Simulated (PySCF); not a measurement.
```xyz
6

Cl    0.8648    0.3186   -0.8047
F     0.1004   -0.4214    0.5235
N     1.8549    1.2832   -2.5301
H     1.1835    1.3966   -3.2783
H     2.2076    2.1892   -2.2506
H     2.6210    0.7031   -2.8464
```

Geometry: PBE0-D3(BJ)/def2-TZVPD.

Method: wB97M-D3(BJ)/def2-TZVPD, SCF density, gas phase (PySCF).

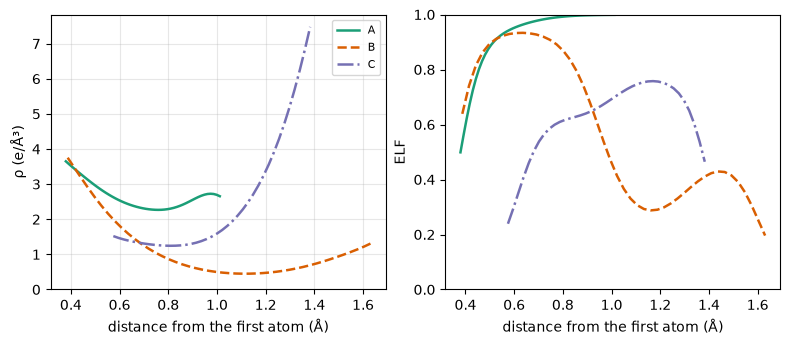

ClF···NH$_{3}$ (SMILES FCl.N). Total electron density and electron localisation function along straight lines between neighbouring atoms. The curves leave out the atomic cores.

Which curve belongs to which contact (Cl–F, N–Cl and N–H)? The first atom named is at distance zero.

Curve A: N–H (1.01 Å): ρ at the midpoint is about 2.9 e/Å³; the ELF climbs to about 1 towards the hydrogen, as it does in any bond to H: an ordinary covalent bond to hydrogen. Curve B: N3···Cl1 (2.21 Å): the density falls to about 0.45 e/Å³ on the way; the ELF peaks at about 0.95 in the valence shell of N, 0.6 Å from its nucleus, and is about 0.30 at the midpoint. Curve C: Cl–F (1.70 Å): ρ at the midpoint is about 1.3 e/Å³; the ELF peaks at about 0.75 between the atoms; a shared electron pair.
